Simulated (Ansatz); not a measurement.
**ClH5O2SbSi (charge +1): density, localisation and related maps**

Input file:

```
crystal:
  periodic: [false, false, false]
  atoms:
    - symbol: Cl
      position_ang: [1.546539, -4.651809, -1.027136]
    - symbol: O
      position_ang: [-0.843817, -2.704426, -1.680059]
    - symbol: O
      position_ang: [1.463053, -1.685928, -1.068144]
    - symbol: Sb
      position_ang: [3.097732, -1.822077, 0.456600]
    - symbol: Si
      position_ang: [0.736884, -3.016587, -1.983472]
    - symbol: H
      position_ang: [-1.576669, -3.069242, -2.212895]
    - symbol: H
      position_ang: [0.858180, -0.917261, -0.952634]
    - symbol: H
      position_ang: [1.187616, -2.930216, -3.387736]
    - symbol: H
      position_ang: [1.914308, -2.057532, 1.709109]
    - symbol: H
      position_ang: [2.912054, -0.096963, 0.602515]
basis:
  gaussian:
    orbitals: def2-SVPD
total_charge: 1
hamiltonian:
  xc: {name: PBE0}
output: {forces: true, orbitals: {seedname: orbitals}}
```

Command:

```sh
ansatz run input.yaml --threads 2 --pin off --max-ram 4350MiB --events-out events.jsonl --progress --plain --runs-dir runs
```

Geometry: BLYP-D3(BJ)/def2-SVP; core potentials replace the inner electrons of Sb.

The calculation used isolated molecule in a Gaussian basis; Kohn-Sham density functional theory, functional PBE0 (Ansatz 0.2.0).

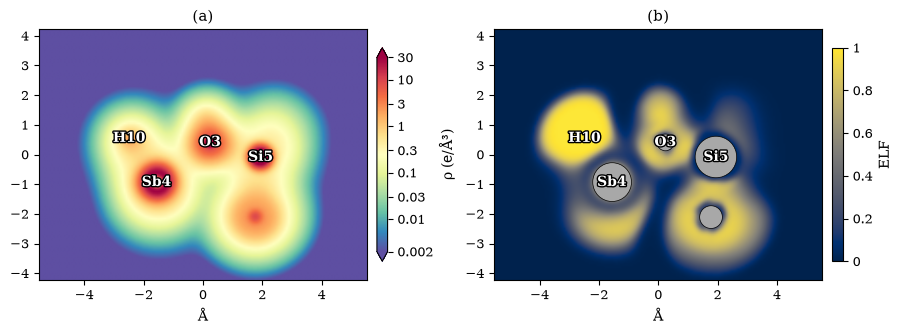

Figure 1. (a) electron density; (b) ELF on the plane of atoms Sb4, O3 and Si5. Grey discs cover the atomic cores in the ELF map.

### Read the bonding off the picture.

- The plane passes through O, Sb, Si and H nuclei.
- Sb–O (2.24 Å): ρ is about 0.4 e/Å³ halfway; the ELF peaks at about 0.90 in the valence shell of O, 0.6 Å from its nucleus, and drops to about 0.10 between the two atoms.
- Si–O (1.77 Å): ρ is about 0.85 e/Å³ halfway; the ELF peaks at about 0.90 between the atoms; a shared but strongly polarised pair.
- Sb–H (1.74 Å): the density is about 1 e/Å³ at the midpoint; the ELF climbs to about 1 towards the hydrogen.
- The ELF also peaks beside Cl1 and Sb4, away from the bonds: lone-pair regions.

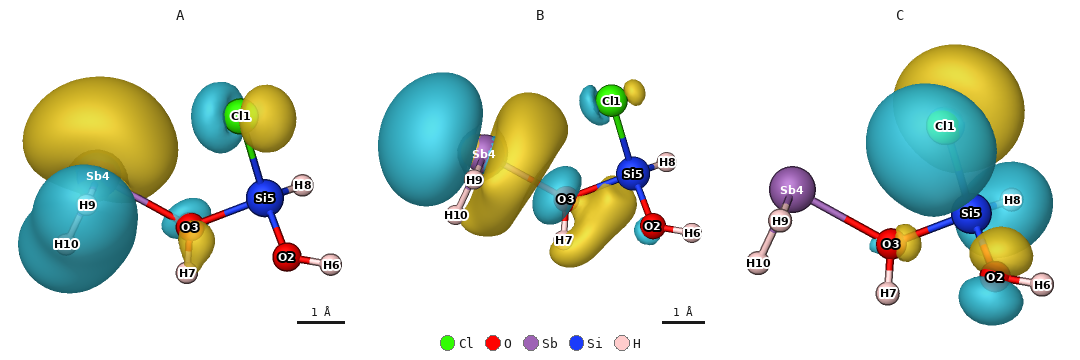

Figure 2. Three frontier orbitals at ±0.08 Å⁻³ᐟ² (yellow and cyan are the two phases), in no order.

### Which picture is the HOMO−1, the HOMO and the LUMO?

C is the HOMO−1 (−13.83 eV). It lies mainly on Cl1 (about 75 %) and Si5 (about 10 %); largely a lone pair of Cl1. A is the HOMO (−12.90 eV). By Hirshfeld shares it lies mainly on Sb4 (about 70 %), H9 (about 10 %) and H10 (about 10 %). B is the LUMO (−7.33 eV). It lies mainly on Sb4 (about 75 %) and O3 (about 10 %).

### What is the HOMO–LUMO gap?

5.57 eV between the orbital energies.
